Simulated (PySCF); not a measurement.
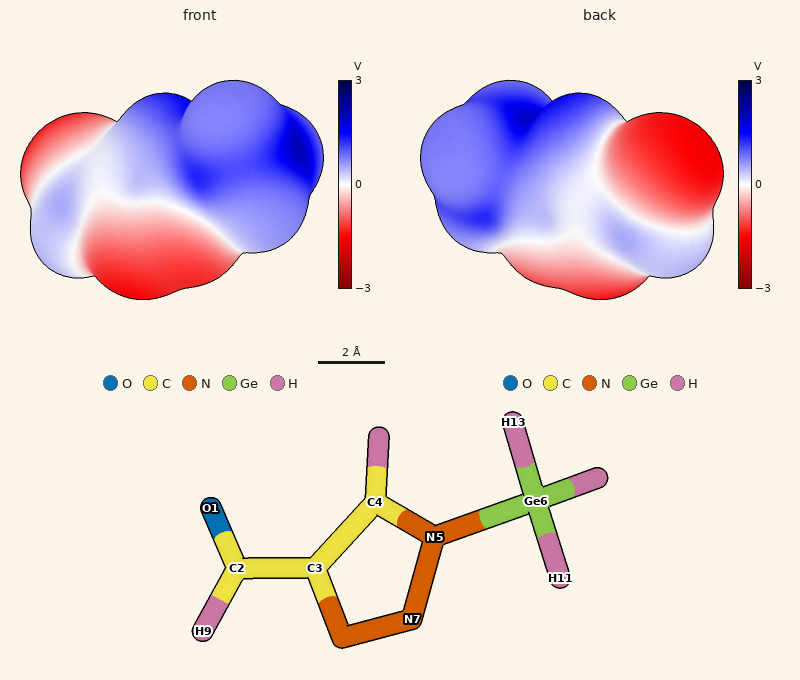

Figure. C$_{3}$H$_{5}$GeN$_{3}$O. The electrostatic potential painted on the density surface at 0.001 e/bohr³, seen from the front and from behind; the colour scale runs from red (negative) to blue (positive). The bare structure is drawn below in the same view.

Geometry: GFN2-xTB.

Level of theory: CAM-B3LYP/def2-SVPD, SCF density, gas phase (PySCF 2.14.0).

| atom | x (Å) | y (Å) | z (Å) |
| --- | --- | --- | --- |
| O | 3.2331 | 1.3739 | 0.0985 |
| C | 2.8223 | 0.3339 | -0.3503 |
| C | 1.4235 | -0.0577 | -0.3942 |
| C | 0.2889 | 0.6180 | 0.0376 |
| N | -0.7363 | -0.1986 | -0.2436 |
| Ge | -2.5773 | -0.1715 | -0.0400 |
| N | -0.2529 | -1.3197 | -0.8189 |
| N | 1.0069 | -1.2428 | -0.9093 |
| H | 3.4936 | -0.4318 | -0.7782 |
| H | 0.1668 | 1.5760 | 0.5006 |
| H | -2.9744 | -1.4567 | -0.6583 |
| H | -2.8368 | -0.0729 | 1.4280 |
| H | -3.0618 | 1.0504 | -0.7510 |

Which sites attract a positive test charge, and which a negative one?

A positive charge is drawn to the negative regions and a negative charge to the positive ones. The most negative region (about −1.6 V, or −37 kcal/mol for a unit charge) lies over O1, the most positive (about +1.9 V, or +44 kcal/mol for a unit charge) over Ge6. O1 is the likeliest acceptor of a hydrogen bond.

What dipole moment does the calculation give?

Its dipole moment is 5.19 D.
